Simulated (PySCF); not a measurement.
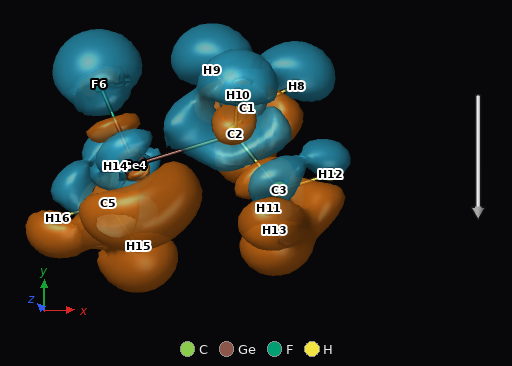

Figure 1: C₄H₁₀FGe, doublet, SMILES `C[CH](C)[Ge]([CH3])[F]`. Change of the electron density in a uniform field of 0.10 V/Å along −y (arrow), surfaces at ±0.0006 e/Å³ (light blue: gain, orange: loss).

Method: PBE0/def2-SVP; geometry: GFN2-xTB; program: PySCF. No frequency check shows the geometry to be a minimum. A basis without diffuse functions makes polarisabilities too small. The stability of the open-shell solution wasn't checked. GFN2-xTB bond lengths at metals and heavier atoms can be off by up to 0.1 Å and shapes distorted, which carries into these values. GFN2-xTB doesn't know the spin state, so this open-shell geometry is rough.

The calculation's input:

```python
import numpy as np
from pyscf import gto, scf, dft
from pyscf.scf import atom_ks, atom_hf
from scipy.linalg import block_diag

def solve(mol, dm0=None, hcore=None):
    mf = (dft.UKS if mol.spin else dft.RKS)(mol, xc='pbe0')
    mf.grids.level = 3
    mf = mf.density_fit(auxbasis='def2-universal-jkfit')
    mf.conv_tol, mf.max_cycle = 1e-8, 80
    if hcore is not None:
        mf.get_hcore = lambda *args: hcore
    mf.kernel(dm0)
    if not mf.converged:
        mf = mf.newton().run(mf.mo_coeff, mf.mo_occ, max_cycle=30)
    assert mf.converged, 'SCF not converged'
    return mf

mol = gto.M(atom='''
C      1.50689     1.03014    -1.10635
C      1.40658     0.35077     0.23824
C      2.33797    -0.83006     0.38576
Ge    -0.63345    -0.28243     0.45069
C     -1.39024    -0.87626    -1.37285
F     -1.36020     1.40057     0.42327
H      1.35996     0.31628    -1.91542
H      2.49553     1.47872    -1.22613
H      0.76367     1.82022    -1.19253
H      1.55578     1.06879     1.04549
H      2.22400    -1.29960     1.36142
H      3.37565    -0.50718     0.28419
H      2.14321    -1.57578    -0.38398
H     -1.32509    -0.03098    -2.05000
H     -0.81808    -1.71503    -1.75639
H     -2.42954    -1.17033    -1.26693
''', basis='def2-svp', charge=0, spin=1, verbose=4)
field = np.array([-0.0, -0.002, -0.0])  # atomic units
mol.set_common_orig(mol.atom_charges() @ mol.atom_coords() / mol.atom_charges().sum())
mf = solve(mol)
out = dict(dm0=mf.make_rdm1(), d0=mf.dip_moment(unit='AU'), e0=mf.e_tot)
for name, sign in (('p', 1), ('m', -1)):
    h = mf.get_hcore() + sign * np.einsum('x,xij->ij', field, mol.intor('int1e_r'))
    mi = solve(mol, mf.make_rdm1(), h)
    out.update({'dm' + name: mi.make_rdm1(), 'd' + name: mi.dip_moment(unit='AU'), 'e' + name: mi.e_tot})
# spherically averaged free atoms, for the promolecule
atm = atom_ks.get_atm_nrks(mol, xc='pbe0')
pro = block_diag(*[(atm[a[0]][2] * atm[a[0]][3]) @ atm[a[0]][2].T for a in mol._atom])
np.savez('result.npz', pro=pro, **out)
```

Launched as:

```sh
OMP_NUM_THREADS=1 python input.py
```

The run took 120 s on 1 thread of Intel(R) Xeon(R) Processor @ 2.70GHz (shared host), peak memory 0.82 GiB.

Partitions, critical points and surface values were worked out afterwards from this run's density.

> How large is the response?

The induced dipole is 0.34 D (along the field); α along this axis, from the fields in both directions, is 67 bohr³ (10.0 Å³).

> Which atoms gain and lose the most charge?

Electrons gather most on F6 (Hirshfeld charge changes by −0.005 e) and leave Ge4 most (+0.005 e); 0.035 electrons are displaced in all.
